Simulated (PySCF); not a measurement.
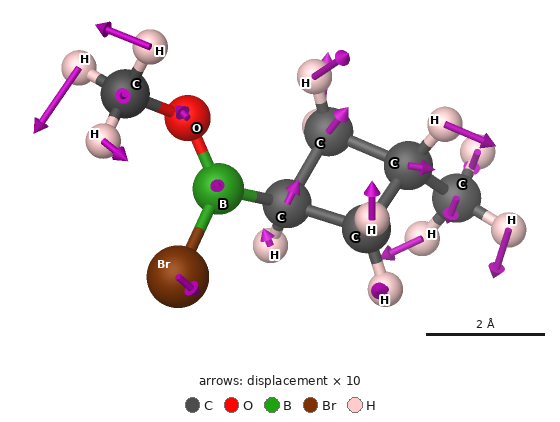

This is a relaxation of C6H12BBrO. The starting structure is drawn; purple arrows show the displacements, 10 times their true length. The two geometries are superimposed by the best rigid fit.

Style: ball-and-stick. Shown at a tilt.

The start comes from GFN2-xTB. Its atoms were then displaced at random by about 0.01 Å.

Level of theory: PBE0-D3(BJ)/def2-SVP geometry optimisation, gas phase in PySCF. 

Which element moves most?

Answer. Hydrogen: up to 0.14 Å, against 0.07 Å for carbon.

Describe the change and its energy.

Answer. An H atom moves most after the best rigid fit: 0.14 Å. Largest moves by element: H 0.14 Å, C 0.07 Å, Br 0.06 Å, O 0.04 Å, B 0.03 Å. Some distances before and after: C–H 1.063 → 1.100 Å, C–C 1.528 → 1.556 Å, C–O 1.430 → 1.406 Å, B–Br 1.940 → 1.956 Å. Among the angles between lasting bonds that change: B–C–H 111.9° → 108.4°, O–C–H 105.6° → 108.6°, C–C–H 109.2° → 111.8°. After 5 geometry steps the energy has fallen by 2.98 kcal/mol. Cost: 4 min on 1 thread of Arm Neoverse N1 (shared host).
